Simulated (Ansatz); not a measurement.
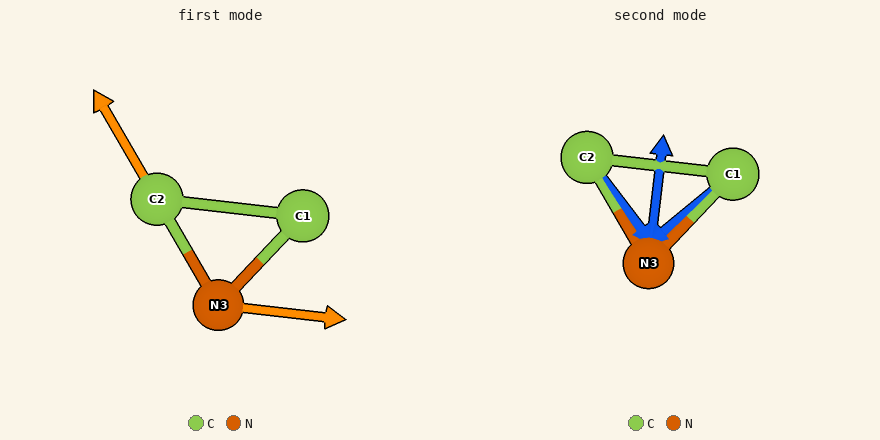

The system is C2N, spin multiplicity 2; the picture shows the reference structure; its two panels give the patterns of the first and the second mode as arrows. First axis: normal mode 2 (908 cm⁻¹). Second axis: normal mode 3 (1649 cm⁻¹). Nothing is relaxed (straight displacements along the two mass-weighted modes). The scan uses a 13 × 13 grid; 91 points were computed and 78 follow by symmetry. All energies are given in kJ/mol relative to the lowest grid point. Theory: Ansatz, UKS r2SCAN0-D4/def2-TZVP.

Its coordinates:

```xyz
3

C    -0.7551    0.3094    0.2421
C     0.5460   -0.5344    0.3752
N     0.2091    0.2251   -0.6173
```

Range: normal mode 2 (908 cm⁻¹) from −0.629 to 0.629 amu½·Å; normal mode 3 (1649 cm⁻¹) from −0.346 to 0.346 amu½·Å.

### What will the energy surface look like?

The lowest grid point is at normal mode 2 (908 cm⁻¹) = 0.000 amu½·Å, normal mode 3 (1649 cm⁻¹) = 0.000 amu½·Å. No other kind of well shows on this grid. The highest grid point, normal mode 2 (908 cm⁻¹) = −0.629 amu½·Å, normal mode 3 (1649 cm⁻¹) = 0.346 amu½·Å, lies 281 kJ/mol above the lowest.

```tsv
normal mode 3 (1649 cm⁻¹) ↓, normal mode 2 (908 cm⁻¹) →	−0.629	−0.524	−0.419	−0.315	−0.210	−0.105	0.000	0.105	0.210	0.315	0.419	0.524	0.629
0.346	281	211	158	119	92	76	71	76	92	119	158	211	281
0.289	230	169	123	89	65	52	48	52	65	89	123	169	230
0.231	187	134	94	64	45	33	30	33	45	64	94	134	187
0.173	151	105	71	45	29	19	16	19	29	45	71	105	151
0.116	122	82	53	31	17	9	7	9	17	31	53	82	122
0.058	98	65	40	22	10	4	2	4	10	22	40	65	98
0.000	80	52	31	16	7	2	0	2	7	16	31	52	80
−0.058	67	44	26	14	7	3	2	3	7	14	26	44	67
−0.116	59	39	25	16	10	7	6	7	10	16	25	39	59
−0.173	54	38	27	20	16	14	13	14	16	20	27	38	54
−0.231	53	41	32	27	24	23	23	23	24	27	32	41	53
−0.289	55	46	40	36	35	34	34	34	35	36	40	46	55
−0.346	61	54	50	48	47	47	48	47	47	48	50	54	61
```

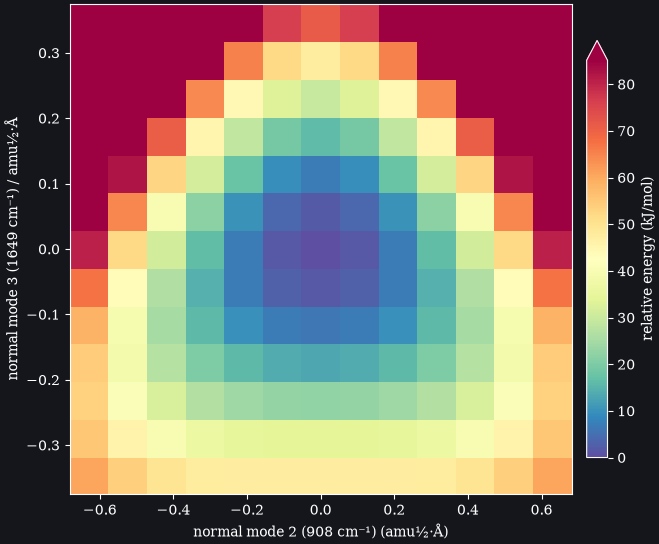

In the figure: one coloured cell a grid point, one colour for all values above the top of the scale.

Each point was launched as `ansatz run input.yaml --threads 1 --pin off --max-ram 2560MiB --backend cpu --events-out ev --progress --plain --runs-dir out`. The whole map (91 points run) took 8.9 min on 1 thread of Arm Neoverse V1, on a shared host.
